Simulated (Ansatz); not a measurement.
System: TiAl3Ni2.

Input

```
crystal:
  lattice:
    - [4.0198554689, 2.77e-08, 0.0]
    - [-2.0099277585, 3.4812969417, 0.0]
    - [0.0, 0.0, 5.1733296794]
  atoms:
    - { symbol: Ti, position: [0.0, 0.0, 0.5] }
    - { symbol: Al, position: [0.3333333333, 0.6666666667, 0.2523911067] }
    - { symbol: Al, position: [0.6666666667, 0.3333333333, 0.7476088933] }
    - { symbol: Al, position: [0.0, 0.0, 0.0] }
    - { symbol: Ni, position: [0.3333333333, 0.6666666667, 0.757075691] }
    - { symbol: Ni, position: [0.6666666667, 0.3333333333, 0.242924309] }
basis:
  ecutwfc: 420
kpoints:
  mp_grid: { grid: [12, 12, 8] }
hamiltonian:
  xc: pbe
scf:
  occupations: { method: gaussian, width: 0.1 }
output:
  forces: true
  stress: true
  eigenvalues: true
  write_density: true
  write_potential: true
  elf: true
  volumetric_format: npy
relax:
  adjacent_minimum: "off"
  f_tol: 0.01
  max_steps: 30
  cell: { stress_tol: 0.1, fix: [volume] }
```

Run with:

```sh
ansatz run input.yaml --threads 4 --pin off --max-ram 8192MiB --backend cpu --events-out ev --progress --plain --runs-dir out
```

Below, planes, directions and counts refer to the conventional cell (a = 4.02 Å, b = 4.02 Å, c = 5.16 Å, α = 90.00°, β = 90.00°, γ = 120.00°).

The fields are those of the run's last geometry, not of the input's.

Space group P-3m1; a structure generated by program, which may or may not match a known phase; changed on purpose from its base cell (volume × 0.88, shape and atoms relaxed); computed pressure about 23 GPa in this cell; computed without spin polarisation.

Method: Ansatz, DFT PBE, scalar-relativistic, plane waves, PAW.

Question: Predict the valence pseudo-density and electron localisation function between the atoms.

Answer: Al–Ni (2.32 Å): the density is about 0.41 e/Å³ at the midpoint; the ELF peaks at about 0.60 between the atoms.
Ti–Al (2.58 Å): ρ is about 0.27 e/Å³ halfway; the ELF is about 0.30 at the midpoint (no localised pair shows between them).
Ti–Ni (2.68 Å): the density is about 0.28 e/Å³ at the midpoint; the ELF is about 0.30 at the midpoint.
Al–Ni (2.55 Å): ρ at the midpoint is about 0.27 e/Å³; the ELF is about 0.40 at the midpoint.

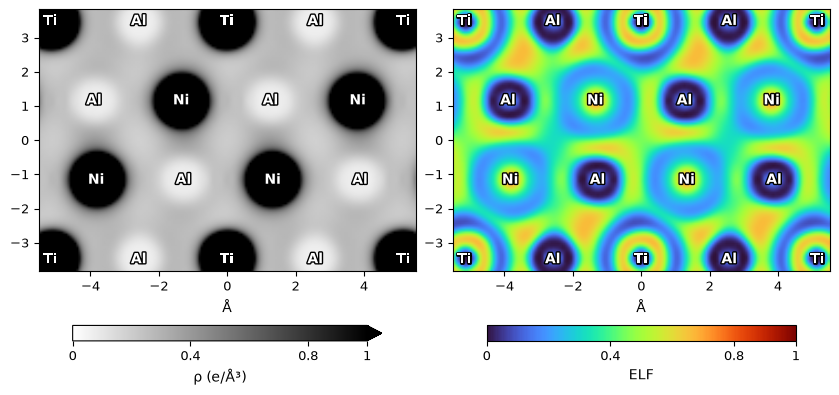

Computed valence pseudo-density and electron localisation function on the (110) plane of the conventional cell, in this order. 

In a PAW calculation such maps are meaningful between the atoms, not at the nuclei.
